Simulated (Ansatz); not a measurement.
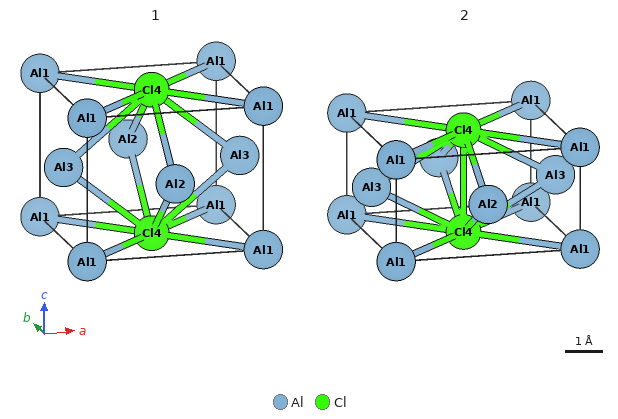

Two geometries of a crystal of Al3Cl (a generated structure, set up in P4/mmm) (coarse preliminary run), drawn at one scale. One is the start of a relaxation, the other its converged end. A ball-and-stick model of the cell of the calculation, seen slightly off an axis.

All numbers below come from Ansatz 0.2.0, DFT PBE, scalar-relativistic, plane waves, PAW. Settings: plane-wave cutoff 420 eV; k-point mesh 4 × 4 × 4; occupations gaussian; smearing width 0.1 eV; no spin polarisation; cell and atoms relaxed; force threshold 0.04 eV/Å; at most 70 steps.

**Which geometry has the lower energy?**

Structure 2 is the relaxed one. Over 8 accepted moves (10 points after the start) the energy falls by 302 meV per atom. All forces vanish by symmetry, so only the cell relaxes. The pressure goes from −5.23 to 0.00 GPa. The line search rejected the trial step at point 7 of the run. The SCF was repeated once at an unchanged geometry on a basis and grid sized afresh for the cell, which shifted the energy by 0.1 meV per atom at most. The atoms keep their places relative to the cell (all moves are under 0.005 Å). Cell: a = b 4.949 → 5.167 Å (+4.4 %), c 4.025 → 2.855 Å (−29.1 %). Volume −22.7 %. Among the contacts that change: Cl4–Cl4 4.025 → 2.855 Å, Al2–Cl4 3.190 → 2.952 Å, Al1–Cl4 3.500 → 3.654 Å. The space group stays P4/mmm (No. 123). Cost: 15 s on 1 thread of Arm Neoverse V2, on a shared host, peak memory 0.32 GiB.

Limits of the set-up: the k-point mesh is coarse for a cell with partly filled bands.
